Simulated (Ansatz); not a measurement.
# Al3N3 zinc blende ring rod (Al3N3H12): geometry, orbitals and charge

What does Al3N3 zinc blende ring rod (Al3N3H12) look like as a singlet, and where do its frontier electrons sit?

Program: Ansatz 0.2.0, Gaussian basis. Level of theory: RKS PBE0-D4/def2-TZVP. These are calculated values, not measurements.

The runs, in order: relaxation at r2SCAN-D4/def2-SVP; a single point at PBE0-D4/def2-TZVP.

2 further runs of the same task are left out: 2 set aside as unsound or not needed.

**1. Starting geometry**

18 atoms, charge 0, spin multiplicity 1.

Atoms are counted from 1 here; the program's logs count them from 0.

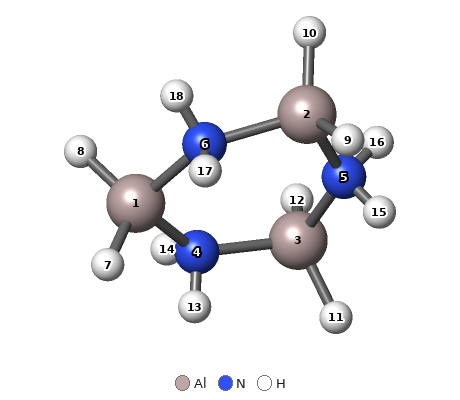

The starting geometry (aluminium light grey, nitrogen blue, hydrogen white); atoms are numbered from 1 in the order of the file.

Coordinates:

```
Al   -0.79915   -0.79611    1.74099
Al    1.74277   -0.79384   -0.79334
Al   -0.79139    1.73814   -0.79679
N    -1.46521    0.70766    0.70641
N     0.70309    0.69879   -1.47468
N     0.70662   -1.46273    0.70994
H    -1.89003   -1.91320    1.65995
H    -0.29180   -0.27132    3.11395
H     1.67343   -1.90146   -1.89276
H     3.10681   -0.26183   -0.27386
H    -1.89211    1.67195   -1.90474
H    -0.26416    3.09825   -0.26265
H    -2.38103    0.37829    0.37766
H    -1.67358    1.42403    1.40912
H     0.34133    0.35049   -2.37114
H     1.40712    1.39982   -1.72450
H     0.35941   -2.36396    0.35940
H     1.40789   -1.70295    1.41705
```

The start is a GFN2-xTB geometry.

**2. Relaxation at r2SCAN-D4/def2-SVP**

Contents of in.yaml:

```yaml
crystal:
  periodic: [false, false, false]
  atoms:
    - {symbol: Al, position_ang: [-0.799150, -0.796110, 1.740990]}
    - {symbol: Al, position_ang: [1.742770, -0.793840, -0.793340]}
    - {symbol: Al, position_ang: [-0.791390, 1.738140, -0.796790]}
    - {symbol: N, position_ang: [-1.465210, 0.707660, 0.706410]}
    - {symbol: N, position_ang: [0.703090, 0.698790, -1.474680]}
    - {symbol: N, position_ang: [0.706620, -1.462730, 0.709940]}
    - {symbol: H, position_ang: [-1.890030, -1.913200, 1.659950]}
    - {symbol: H, position_ang: [-0.291800, -0.271320, 3.113950]}
    - {symbol: H, position_ang: [1.673430, -1.901460, -1.892760]}
    - {symbol: H, position_ang: [3.106810, -0.261830, -0.273860]}
    - {symbol: H, position_ang: [-1.892110, 1.671950, -1.904740]}
    - {symbol: H, position_ang: [-0.264160, 3.098250, -0.262650]}
    - {symbol: H, position_ang: [-2.381030, 0.378290, 0.377660]}
    - {symbol: H, position_ang: [-1.673580, 1.424030, 1.409120]}
    - {symbol: H, position_ang: [0.341330, 0.350490, -2.371140]}
    - {symbol: H, position_ang: [1.407120, 1.399820, -1.724500]}
    - {symbol: H, position_ang: [0.359410, -2.363960, 0.359400]}
    - {symbol: H, position_ang: [1.407890, -1.702950, 1.417050]}
basis:
  gaussian: {orbitals: def2-SVP}
hamiltonian: {xc: r2scan, dispersion: d4}
scf: {lower_state_search: "off"}
output: {orbitals: {seedname: orbitals}}
relax: {f_tol: 0.02, max_steps: 100}
```

On the command line:

```sh
$ ansatz run in.yaml --threads 4 --pin off --events-out ev --progress --plain --max-ram 4787MiB
```

Further steps of the session: Single point, PBE0-D4/def2-TZVP.

Before running them: what should the planned runs give, taken together? Wanted: point group; commonest bond, hydrogen aside; HOMO, LUMO at PBE0-D4/def2-TZVP; dipole at r2SCAN-D4/def2-SVP.

The runs gave:

```
                       quantity                           value
                    point group                             C3v
 commonest bond, hydrogen aside  Al–N, 6 of mean length 1.962 Å
HOMO, LUMO at PBE0-D4/def2-TZVP                 -7.78, -0.19 eV
   dipole at r2SCAN-D4/def2-SVP                          3.65 D
```

In words: The molecule keeps its bonding pattern by the stored test; the atoms moved 0.47 Å (rms), and the angle Al2–N5–Al3 went from 134° to 122°. No usable vibrations, so a minimum isn't proven. Whether this spin is the lowest isn't tested here.
